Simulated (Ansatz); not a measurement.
## Electronic structure of BrH$_{4}$HfNO$_{2}$ (SMILES [NH2][Hf]([OH])([OH])[Br]) in real space

The calculation's input:

```
crystal:
  periodic: [false, false, false]
  atoms:
    - {symbol: N, position_ang: [-0.229195, 0.867698, 1.414863]}
    - {symbol: Hf, position_ang: [-0.029373, 0.042602, -0.421123]}
    - {symbol: O, position_ang: [1.816002, -0.415539, -0.623259]}
    - {symbol: O, position_ang: [-1.266731, -1.412659, -0.508056]}
    - {symbol: Br, position_ang: [-0.645305, 1.744590, -2.210143]}
    - {symbol: H, position_ang: [0.496374, 1.354502, 1.921485]}
    - {symbol: H, position_ang: [-1.064616, 0.840827, 1.981815]}
    - {symbol: H, position_ang: [2.653421, -0.800815, -0.857938]}
    - {symbol: H, position_ang: [-1.730576, -2.221195, -0.697665]}
basis:
  gaussian: {orbitals: def2-TZVPP}
hamiltonian: {xc: pbe0, dispersion: d4}
output: {orbitals: {seedname: orbitals}}
```

Command:

```sh
ansatz run in.yaml --threads 4 --pin off --events-out ev --progress --plain --max-ram 10444MiB
```

Geometry: PBE0-D4/def2-TZVP; core potentials replace the inner electrons of Hf.

Theory: RKS PBE0-D4/def2-TZVPP (Ansatz 0.2.0).

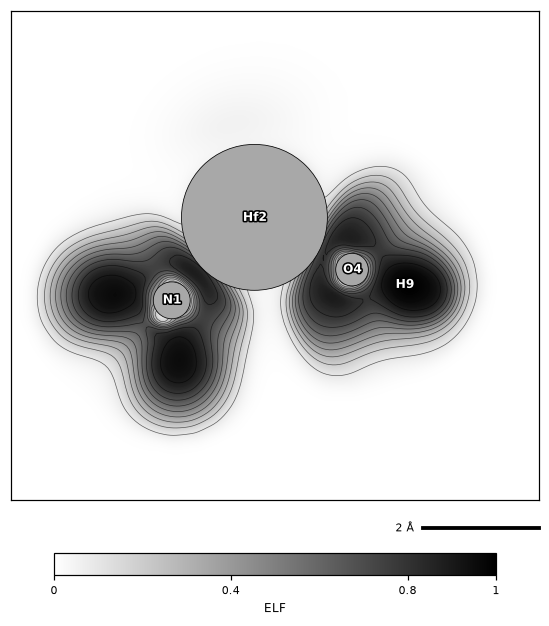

Figure 1. ELF on the plane of atoms N1, Hf2 and O4. Grey discs cover the atomic cores.

### What does the map show?

The plane passes through N, Hf, O and H nuclei.
Hf–O (1.91 Å): the ELF peaks at about 0.80 in the valence shell of O, 0.5 Å from its nucleus, and drops to about 0.20 between the two atoms.
Hf–N (2.02 Å): the ELF peaks at about 0.90 in the valence shell of N, 0.6 Å from its nucleus, and is about 0.30 at the midpoint.
O–H (0.95 Å): the ELF climbs to about 1 towards the hydrogen, as it does in any bond to H: an ordinary covalent bond to hydrogen.

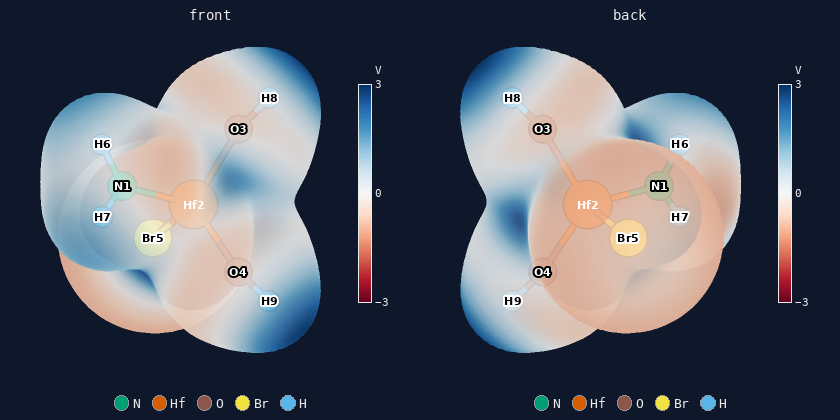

Figure 2. The electrostatic potential painted on the density surface at 0.002 e/bohr³, seen from the front and from behind; the colour scale runs from red (negative) to blue (positive).

### Describe the electrostatic potential map.

The most negative region (about −1.0 V) lies over N1 and Br5, the most positive (about +2.8 V) over H8 and H9.

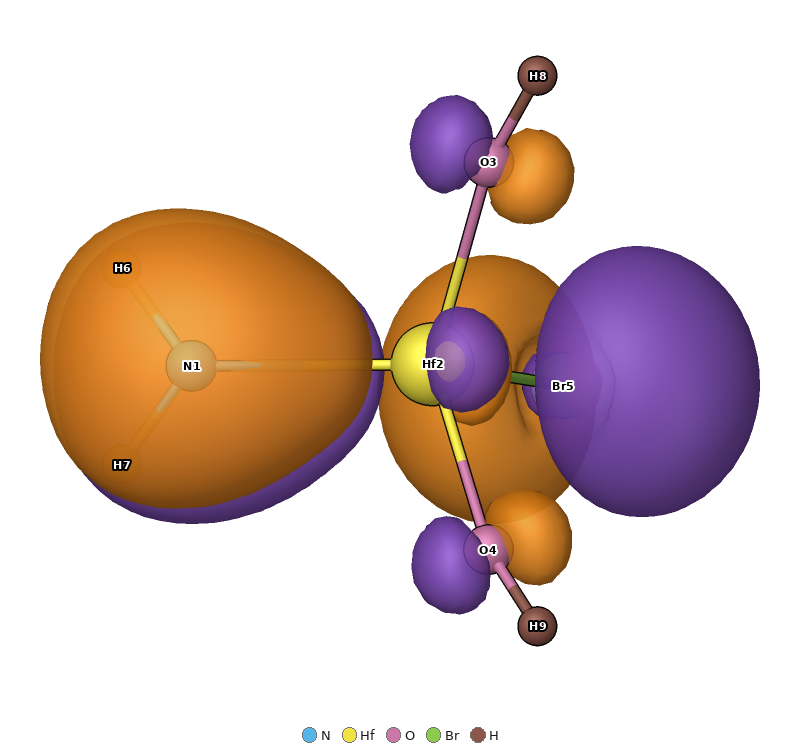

Figure 3. The HOMO at ±0.08 Å⁻³ᐟ² (orange and purple are the two phases), seen at an oblique angle.

### What is the character of this orbital?

Its weight (Hirshfeld) is mainly on N1 (about 55 %), Br5 (about 25 %) and Hf2 (about 10 %); largely a combination of lone pairs on N1 and Br5. Its energy is −7.34 eV.
